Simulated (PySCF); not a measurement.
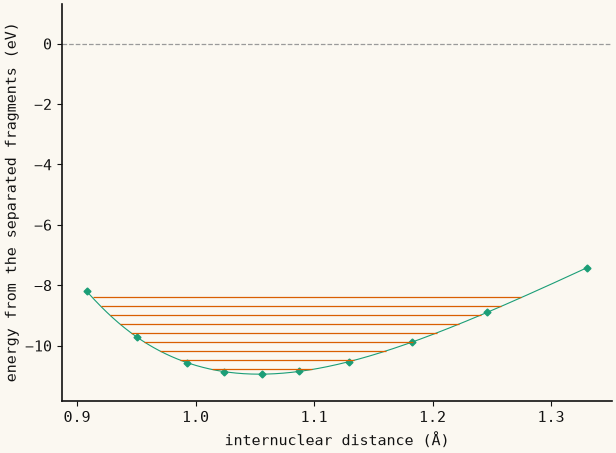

Bond curve of NO⁺, singlet. PBE0/pcseg-2 in PySCF 2.14.0, UKS. One reference determinant with the occupation held, the lowest that a PBE0 search over spins and occupations found; no spin-orbit coupling. Zero is the separated fragments in their ground configurations, without counterpoise. The fragments are N + O⁺. With PBE0 the solution stays closed-shell at all points drawn; such a solution can't reach the open-shell fragments at long range. 2 further points of the run are not drawn. Horizontal lines: vibrational levels from ωe and ωexe, starting at v = 0.

What constants does a Dunham fit to the curve give (main isotopes)?

Answer. re = 1.054 Å, ωe = 2526 cm⁻¹, ωexe = 13.5 cm⁻¹, De = 10.95 eV, Be = 2.03 cm⁻¹.

How much does zero-point motion take off the well depth?

Answer. 0.156 eV (1260 cm⁻¹): De = 10.95 eV, D0 = 10.79 eV.

Give the computed points.

Answer.
| r (Å) | E (eV) |
| --- | --- |
| 0.908 | −8.20 |
| 0.950 | −9.71 |
| 0.993 | −10.56 |
| 1.024 | −10.86 |
| 1.056 | −10.95 |
| 1.088 | −10.85 |
| 1.130 | −10.53 |
| 1.183 | −9.88 |
| 1.246 | −8.90 |
| 1.331 | −7.42 |
